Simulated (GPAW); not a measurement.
# Near-edge structure at the Te K edge of zinc-blende (ZnTe)₁₋ₓ(CdTe)ₓ at x = 0.25, part 2 of 3

Aim: the Te K edge in zinc-blende (ZnTe)₁₋ₓ(CdTe)ₓ at x = 0.25, one member of a composition series.

GPAW 26.7.0; X-ray absorption from dipole matrix elements to empty bands, plane-wave PAW LDA.

So far. Step 3 (The field without a hole): The mesh shows a gap of 0.75 eV. The excited electron is kept all the same, so that all members of the series, with or without a gap, are treated alike.

## Step 5: Spectrum with XCH, Te atom 2

The holes are 8.8 Å apart. In GPAW the data set carries the hole's charge, so charge=0 means a charged cell and charge=-1 a neutral one. The excited electron is kept in the cell, where it fills the lowest empty states and screens the hole. After the field has converged, empty bands are computed with the density fixed and the dipole matrix elements are summed.

The absorber has 3 Zn at 2.65 Å and 1 Cd at 2.78 Å (distorted tetrahedral).

Contents of xas.py:

```python
import numpy as np
from ase import Atoms
from ase.parallel import parprint, paropen
from gpaw import GPAW, PW, FermiDirac, Mixer, MixerDif, setup_paths
from gpaw.test import gen
setup_paths.insert(0, '.')
gen('Te', name='fch1s', xcname='LDA', corehole=(1, 0, 1), write_xml=True)
from gpaw.mpi import world
world.barrier()

atoms = Atoms('ZnTeCdTeZnTeZnTeZnTeZnTeZnTeCdTe',
    cell=[[0, 6.19825, 6.19825],
     [6.19825, 0, 6.19825],
     [6.19825, 6.19825, 0]],
    scaled_positions=[[0.9991887, 0.0012437, 0.001123],
     [0.1300372, 0.1314564, 0.1100148],
     [0.0014204, 0.9997034, 0.4981986],
     [0.1285339, 0.129246, 0.6299245],
     [0.0007192, 0.5022151, 0.9983129],
     [0.1248198, 0.6258872, 0.124691],
     [0.9996836, 0.4990515, 0.4988759],
     [0.1166139, 0.6140647, 0.6331271],
     [0.5000442, 0.9990728, 0.9986393],
     [0.6242408, 0.1238489, 0.1250421],
     [0.49842, 0.0016715, 0.4993172],
     [0.6155177, 0.1162344, 0.6333183],
     [0.499783, 0.4981747, 0.0016095],
     [0.6307168, 0.629468, 0.1102489],
     [0.5029669, 0.5024344, 0.4983814],
     [0.6297219, 0.6311229, 0.6304181]],
    pbc=True)
atoms.calc = calc = GPAW(legacy_gpaw=True, mode=PW(400, force_complex_dtype=True), xc='LDA', setups={1: 'fch1s'},
    kpts={'size': (3, 3, 3), 'gamma': True}, occupations=FermiDirac(0.04),
    charge=-1, mixer=Mixer(0.1, 5, 50), maxiter=150,
    convergence={'density': 0.0001, 'eigenstates': 1e-6}, txt='scf.txt')
energy = atoms.get_potential_energy() + calc.get_reference_energy()
ef = calc.get_fermi_level()
out = dict(energy=energy, fermi=ef, forces=atoms.get_forces().tolist())
parprint(f'all-electron energy {energy:.4f} eV, Fermi level {ef:.4f} eV')
ev = np.array([[calc.get_eigenvalues(k, s) for k in range(len(calc.get_ibz_k_points()))] for s in range(calc.get_number_of_spins())])
out['homo'], out['lumo'], out['counts'] = ev[ev < ef].max(), ev[ev > ef].min(), sorted(set((ev < ef).sum((0, 2)).tolist()))
out['filled'] = (ev[:, 0] < ef).sum(1).tolist()

from ase.units import Ha
from gpaw.xas import dipole_matrix_elements
nb = int(calc.get_number_of_electrons() / 2) + 242
top, nb = nb, nb + 8 + nb // 12
nscf = calc.fixed_density(kpts={'size': (3, 3, 3), 'gamma': True}, nbands=nb,
    convergence={'bands': top, 'eigenstates': 5e-3}, maxiter=60, txt='nscf.txt')
cell = atoms.cell.array
ops = [cell.T @ U.T @ np.linalg.inv(cell.T) for U in nscf.wfs.kd.symmetry.op_scc]
filled = [72]  # bands filled in the ground state, by spin
E = np.arange(-6, 30, 0.1)
fwhm = np.interp(E, [4, 25], [9.89, 9.89])
Y, X, zero, highest = 0, 0, 1e9, 1e9
for spin in range(nscf.get_number_of_spins()):
    wfs = nscf.wfs
    mine = wfs.bd.get_slice()  # this rank's bands
    A = dipole_matrix_elements(wfs.setups[1])
    eps = np.zeros((wfs.kd.nibzkpts, nb))
    d = np.zeros((3, A.shape[1], wfs.kd.nibzkpts, nb), complex)
    for kpt in wfs.kpt_u:
        if kpt.s == spin and 1 in kpt.P_ani:
            eps[kpt.k, mine] = kpt.eps_n * Ha
            d[:, :, kpt.k, mine] = (kpt.weight * wfs.nspins / 2) ** 0.5 * np.inner(A, kpt.P_ani[1])
    world.sum(eps)
    world.sum(d)
    T = np.einsum('amkn,bmkn->abkn', d, d.conj()).real
    T = sum(np.einsum('ai,ijkn,bj->abkn', R, T, R) for R in ops) / len(ops)
    empty = np.ones_like(eps, bool) & (np.arange(nb) >= filled[spin])
    zero, highest = min(zero, eps[empty].min()), min(highest, eps[:, top - 1].min())
    lines = [(eps, T, empty)] if spin == 0 else lines + [(eps, T, empty)]
for eps, T, empty in lines:
    f = np.einsum('aakn->akn', T).reshape(3, -1)
    x = eps.ravel() - zero
    w = np.interp(x, E, fwhm) / 2.35482
    g = np.exp(-0.5 * ((E[:, None] - x) / w) ** 2) / (w * (2 * np.pi) ** 0.5)
    Y = Y + (f * empty.ravel()) @ g.T
    X = X + (f * ~empty.ravel()) @ g.T
out.update(E=E.round(2).tolist(), xas=Y.tolist(), xes=X.tolist(), zero=zero, valid=highest - zero, nk=len(eps), nb=nb)
for i in range(0, len(E), 10):
    parprint(f'{E[i]:7.2f}', *(f'{v:10.3e}' for v in Y[:, i]))
import json
with paropen('out.json', 'w') as f:
    json.dump(out, f)
```

Run with:

```
> OMP_NUM_THREADS=1 mpirun -n 4 gpaw python xas.py
```

Numbers of over 12 decimals in the logs are rounded to 6 here.

The log of the run:

```text
Input parameters:
  charge: -1
  convergence: {density: 0.0001,
                eigenstates: 1e-06}
  kpts: {gamma: True,
         size: (3, 3, 3)}
  maxiter: 150
  mixer: {backend: pulay,
          beta: 0.1,
          method: separate,
          nmaxold: 5,
          weight: 50}
  mode: {ecut: 400.0,
         force_complex_dtype: True,
         name: pw}
  occupations: {fixmagmom: False,
                name: fermi-dirac,
                width: 0.04}
  setups: {1: fch1s}

Initialize ...

[... PAW data sets ...]

Reference energy: -2042014.142954  # eV

Spin-paired calculation

[... convergence settings ...]
Symmetries present (total): 1
  [... symmetry matrices ...]

27 k-points: 3 x 3 x 3 Monkhorst-Pack grid
14 k-points in the irreducible part of the Brillouin zone
       k-points in crystal coordinates                weights
   0:     0.00000000    0.00000000    0.00000000          1/27
   1:     0.00000000    0.00000000    0.33333333          2/27
   2:     0.00000000    0.33333333   -0.33333333          2/27
   3:     0.00000000    0.33333333    0.00000000          2/27
   4:     0.00000000    0.33333333    0.33333333          2/27
   5:     0.33333333   -0.33333333   -0.33333333          2/27
   6:     0.33333333   -0.33333333    0.00000000          2/27
   7:     0.33333333   -0.33333333    0.33333333          2/27
   8:     0.33333333    0.00000000   -0.33333333          2/27
   9:     0.33333333    0.00000000    0.00000000          2/27
          ...
  13:     0.33333333    0.33333333    0.33333333          2/27

Wave functions: Plane wave expansion
  Cutoff energy: 400.000 eV
  Number of coefficients (min, max): 8632, 8682
  Pulay-stress correction: 0.000000 eV/Ang^3 (de/decut=0.000000)
  Using FFTW library
  Wavefunction extrapolation:
    Improved wavefunction reuse through dual PAW basis

Occupation numbers: Fermi-Dirac:
  width: 0.0400  # eV

Eigensolver
   Davidson(niter=2)

Densities:
  Coarse grid: 42*42*42 grid
  Fine grid: 84*84*84 grid
  Total Charge: 0.000000

Density mixing:
  Method: separate
  Backend: pulay
  Linear mixing parameter: 0.1
  old densities: 5
  Width of damping distribution: 1.1
  Damping of long wavelength oscillations: 50

[... Hamiltonian set-up ...]
Number of atoms: 16
Number of atomic orbitals: 104
Number of bands in calculation: 91
Number of valence electrons: 145
Bands to converge: occupied

... initialized

Initializing position-dependent things.

Density initialized from atomic densities
Creating initial wave functions:
  91 bands from LCAO basis set

                           Zn             Zn

                              Te

                    Te
          Zn             Cd
                      Te
                Zn             Cd
             Te             Te
                 Zn              Zn
                  Te

                    Te
           Te

Atomic positions and initial magnetic moments

Positions:
   0 Zn     0.014669    6.200182    6.200930    ( 0.0000,  0.0000,  0.0000)
   1 Te     1.496699    1.487902    1.620803    ( 0.0000,  0.0000,  0.0000)
   2 Cd     9.284371    3.096763    6.205216    ( 0.0000,  0.0000,  0.0000)
   3 Te     4.705529    4.701115    1.597784    ( 0.0000,  0.0000,  0.0000)
   4 Zn     9.300648    6.192251    3.117313    ( 0.0000,  0.0000,  0.0000)
   5 Te     4.652271    1.546530    4.653070    ( 0.0000,  0.0000,  0.0000)
   6 Zn     6.185404    9.288446    9.289535    ( 0.0000,  0.0000,  0.0000)
[...]
13 Te     4.584950    4.592691    7.810940    ( 0.0000,  0.0000,  0.0000)
  14 Cd     6.203307    6.206607    6.231729    ( 0.0000,  0.0000,  0.0000)
  15 Te     7.819347    7.810663    7.815031    ( 0.0000,  0.0000,  0.0000)

Unit cell:
           periodic     x           y           z      points  spacing
  1. axis:    yes    0.000000    6.198250    6.198250    42     0.1704
  2. axis:    yes    6.198250    0.000000    6.198250    42     0.1704
  3. axis:    yes    6.198250    6.198250    0.000000    42     0.1704

  Lengths:   8.765649   8.765649   8.765649
  Angles:   60.000000  60.000000  60.000000

Effective grid spacing dv^(1/3) = 0.1859

iter:   1   -61.892202
iter:   2   -61.524391   -0.30  -1.31
iter:   3   -59.943910   -1.22  -1.35
iter:   4   -59.935556   -1.94  -1.55
iter:   5   -59.919869c  -2.19  -1.60
iter:   6   -59.854160   -2.62  -2.33
iter:   7   -59.849183c  -3.22  -2.52
iter:   8   -59.846677c  -3.84  -2.73
iter:   9   -59.846395c  -4.49  -3.02
iter:  10   -59.846038c  -4.94  -3.33
iter:  11   -59.846070c  -5.11  -3.43
iter:  12   -59.846022c  -5.59  -3.52
iter:  13   -59.846019c  -6.68c -3.81
iter:  14   -59.845994c  -5.89  -3.89
iter:  15   -59.845988c  -6.88c -4.38c

Converged after 15 iterations.

Dipole moment: (-42.502118, -42.622280, -39.831150) |e|*Ang

Energy contributions relative to reference atoms: (reference = -2042014.142954)

Kinetic:       +116.034354
Potential:     -106.075589
External:        +0.000000
XC:             -70.666887
Entropy (-ST):   -0.007940
Local:           +0.866103
SIC:             +0.000000
--------------------------
Free energy:    -59.849958
Extrapolated:   -59.845988

Showing only first 2 kpts
 Kpt  Band  Eigenvalues  Occupancy
  0    70      3.62141    2.00000
  0    71      3.63626    2.00000
  0    72      4.21657    2.00000
  0    73      5.07886    1.99725

  1    70      3.41487    2.00000
  1    71      3.43544    2.00000
  1    72      4.97086    1.99982
[...]
Fermi level: 5.34244

No gap
No difference between direct/indirect transitions

Forces in eV/Ang:
  0 Zn   -0.44387   -0.43666   -0.50576
  1 Te   -0.05676   -0.06411    0.06821
  2 Cd    0.42904    0.43370   -0.39313
  3 Te    0.02045    0.02050    0.09026
  4 Zn    0.49055   -0.36196    0.40364
  5 Te    0.00173    0.07696   -0.00473
  6 Zn   -0.01793   -0.07228   -0.02076
[...]
13 Te    0.00053   -0.00252   -0.07941
 14 Cd    0.02247    0.01452    0.04595
 15 Te   -0.00704    0.00106   -0.01326
Scalar-relativistic atomic LDA calculation for Te (Tellurium, Z=52)
Core hole in 1s state (1s occupation: 1.0)
750 radial gridpoints.
|------------------------------------------------|
|------------------------------------------------|
[... the atom generator's iteration count ...]

Energy contributions:
-------------------------
Kinetic:    +5831.321357
XC:          -153.513662
Potential: -11291.352197
-------------------------
Total:      -5613.544503

state      eigenvalue         ekin         rmax
-----------------------------------------------
1s^1.0 : -1185.210848  1493.397688        0.018
2s^2.0 :  -184.998891   318.100813        0.100
2p^6.0 :  -168.074627   302.795167        0.080
3s^2.0 :   -37.640471    92.789286        0.288
3p^6.0 :   -31.872313    86.742867        0.280
3d^10.0:   -22.685311    79.709545        0.231
4s^2.0 :    -6.878637    26.496093        0.685
4p^6.0 :    -5.026799    23.022209        0.715
4d^10.0:    -2.212504    16.857816        0.777
5s^2.0 :    -0.963070     4.683437        1.695
5p^4.0 :    -0.571806     3.187339        1.973
-----------------------------------------------
(units: Bohr and Hartree)

Generating PAW setup
Kinetic energy of the core from tauc = 5969.273166888061
Cutoffs:
rc(s)=2.230
rc(p)=2.260
rc(d)=2.340
rc(vbar)=2.160
rc(comp)=2.160
rc(nct)=2.340

Kinetic energy of the core states: 5809.205126
Charge: 1.0
Core electrons: 45.0
Valence electrons: 6.0
Pseudo-core charge: 1.309408
Shape function alpha=2.143
Pseudo-electron charge 8.249732
state    eigenvalue         norm
--------------------------------
5s(2) :    -0.963070     1.337789
*s    :     0.036930
5p(4) :    -0.571806     1.066187
*p    :     0.428194
*d    :     0.000000
--------------------------------

Diagonalizing with gridspacing h=0.050

state   all-electron     PAW
-------------------------------
5s:      -0.963070    -0.968339
5p:      -0.571806    -0.574561
*d:                   -0.150635
*f:                   -0.022715
-------------------------------
all-electron energy -2042073.9889 eV, Fermi level 5.3424 eV
[...]
27.00  1.157e-08  1.157e-08  1.158e-08
  28.00  1.137e-08  1.136e-08  1.140e-08
  29.00  1.109e-08  1.106e-08  1.113e-08
```

It took 6 min on 4 MPI ranks of Intel Xeon Platinum 8259CL at 2.50GHz (Skylake/Cascade Lake), shared host; peak memory 0.81 GiB; 24 min of CPU time.

The Te K spectrum, Te atom 2, excited-electron core hole (neutral cell) (energy from the bottom of the conduction band, which holds the excited electron; intensity scaled to a mean of 1 over the first 20 eV):

```
E (eV)  intensity
  -2.0       0.35
  -0.5       0.52
   1.0       0.71
   2.5       0.89
   4.0       1.03
   5.5       1.11
   7.0       1.14
   8.5       1.12
  10.0       1.07
  11.5       1.03
  13.0       0.99
  14.5       0.98
  16.0       0.98
  17.5       0.99
  19.0       1.01
  20.5       1.01
  22.0       1.00
  23.5       0.98
  25.0       0.96
  26.5       0.94
  28.0       0.92
```

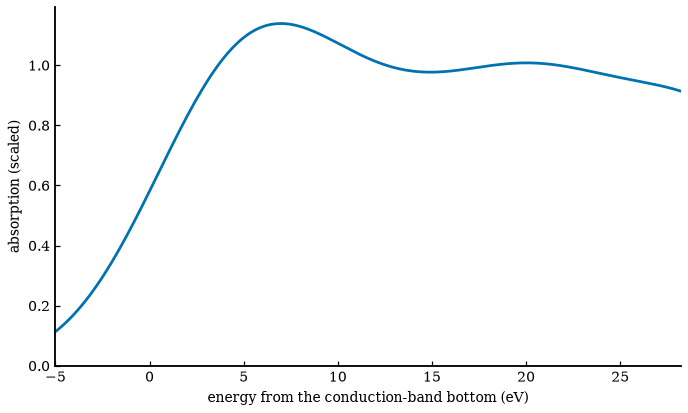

The Te K edge, Te atom 2, excited-electron core hole (neutral cell): main maxima at 7.0 and 20.0 eV.

Main maxima below 22 eV (height): 7.0 eV (1.14) and 20.0 eV (1.01). A K edge sees empty p states on the absorber.

The energy difference (zero at 31877 eV) isn't read as a photon energy: for so heavy an absorber the terms left out (the hole's spin, the functional's error) amount to tens of eV or more.

## Step 6: Cell without a hole, the energy reference

The absorbing element, whose data set is made anew, changes for the next run, so it gets a reference energy of its own.

Contents of scf.py:

```python
import numpy as np
from ase import Atoms
from ase.parallel import parprint, paropen
from gpaw import GPAW, PW, FermiDirac, Mixer, MixerDif, setup_paths
from gpaw.test import gen
setup_paths.insert(0, '.')
gen('Zn', name='nch1s', xcname='LDA', corehole=(1, 0, 0), write_xml=True)
from gpaw.mpi import world
world.barrier()

atoms = Atoms('ZnTeCdTeZnTeZnTeZnTeZnTeZnTeCdTe',
    cell=[[0, 6.19825, 6.19825],
     [6.19825, 0, 6.19825],
     [6.19825, 6.19825, 0]],
    scaled_positions=[[0.9991887, 0.0012437, 0.001123],
     [0.1300372, 0.1314564, 0.1100148],
     [0.0014204, 0.9997034, 0.4981986],
     [0.1285339, 0.129246, 0.6299245],
     [0.0007192, 0.5022151, 0.9983129],
     [0.1248198, 0.6258872, 0.124691],
     [0.9996836, 0.4990515, 0.4988759],
     [0.1166139, 0.6140647, 0.6331271],
     [0.5000442, 0.9990728, 0.9986393],
     [0.6242408, 0.1238489, 0.1250421],
     [0.49842, 0.0016715, 0.4993172],
     [0.6155177, 0.1162344, 0.6333183],
     [0.499783, 0.4981747, 0.0016095],
     [0.6307168, 0.629468, 0.1102489],
     [0.5029669, 0.5024344, 0.4983814],
     [0.6297219, 0.6311229, 0.6304181]],
    pbc=True)
atoms.calc = calc = GPAW(legacy_gpaw=True, mode=PW(400, force_complex_dtype=True), xc='LDA', setups={0: 'nch1s'},
    kpts={'size': (3, 3, 3), 'gamma': True}, occupations=FermiDirac(0.02),
    charge=0, mixer=Mixer(0.1, 5, 50), maxiter=150,
    convergence={'density': 0.0001, 'eigenstates': 1e-6}, txt='scf.txt')
energy = atoms.get_potential_energy() + calc.get_reference_energy()
ef = calc.get_fermi_level()
out = dict(energy=energy, fermi=ef, forces=atoms.get_forces().tolist())
parprint(f'all-electron energy {energy:.4f} eV, Fermi level {ef:.4f} eV')
ev = np.array([[calc.get_eigenvalues(k, s) for k in range(len(calc.get_ibz_k_points()))] for s in range(calc.get_number_of_spins())])
out['homo'], out['lumo'], out['counts'] = ev[ev < ef].max(), ev[ev > ef].min(), sorted(set((ev < ef).sum((0, 2)).tolist()))
out['filled'] = (ev[:, 0] < ef).sum(1).tolist()
import json
with paropen('out.json', 'w') as f:
    json.dump(out, f)
```

Run with:

```
> OMP_NUM_THREADS=1 mpirun -n 4 gpaw python scf.py
```

The log of the run:

```text
Input parameters:
  convergence: {density: 0.0001,
                eigenstates: 1e-06}
  kpts: {gamma: True,
         size: (3, 3, 3)}
  maxiter: 150
  mixer: {backend: pulay,
          beta: 0.1,
          method: separate,
          nmaxold: 5,
          weight: 50}
  mode: {ecut: 400.0,
         force_complex_dtype: True,
         name: pw}
  occupations: {fixmagmom: False,
                name: fermi-dirac,
[...]
*s    :     0.771506
4p(0) :    -0.045217     1.008310
*p    :     0.954783
3d(10):    -0.383140     0.154691
*d    :     0.616860
--------------------------------

Diagonalizing with gridspacing h=0.050

state   all-electron     PAW
-------------------------------
4s:      -0.228494    -0.228671
4p:      -0.045217    -0.045275
3d:      -0.383140    -0.383726
*f:                    0.072913
-------------------------------
all-electron energy -2073950.8839 eV, Fermi level 4.0553 eV
[key lines of the parts left out:]
Converged after 15 iterations.
Dipole moment: (-41.565142, -41.676946, -38.975116) |e|*Ang
Free energy:    -51.571275
Fermi level: 4.05531
```

Run time: 98 s. Hardware: 4 MPI ranks; peak memory 0.41 GiB; 6.5 min of CPU time.

Reference energy: -2073950.884 eV with the cores included.

[end of part 2 of 3]

[Banner, clock and machine lines of the logs are left out without a mark of their own.]

[Logs are printed without paths, hosts, clocks, repeated set-up lines and the standing remarks that a program may print on its own settings, such as how far it seeks lower states.]

[Hosts, paths, dates, database ids (printed as entryN), source tags and the programs' standing remarks are cut or masked in the printed files.]

[Lists of maxima count a maximum above −3 eV only where it reaches 4 % of the highest in the window and stands out from its surroundings by 2 % of it (1.5 % where it reaches 55 %); shoulders and weaker maxima are passed over, and of the rest the first, up to two pre-edge ones and the few strongest are named.]
